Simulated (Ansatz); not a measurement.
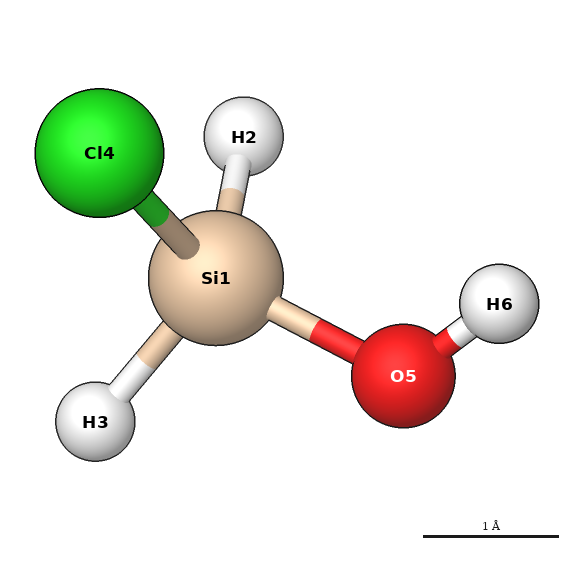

Numbered structure. Computed geometry: PBE0-D4/def2-TZVP optimisation.

Which atoms are bonded, and how long are the bonds?

```json
{"bond": "Si1–H2", "length (Å)": "1.481"}
{"bond": "Si1–H3", "length (Å)": "1.474"}
{"bond": "Si1–Cl4", "length (Å)": "2.055"}
{"bond": "Si1–O5", "length (Å)": "1.633"}
{"bond": "O5–H6", "length (Å)": "0.958"}
```
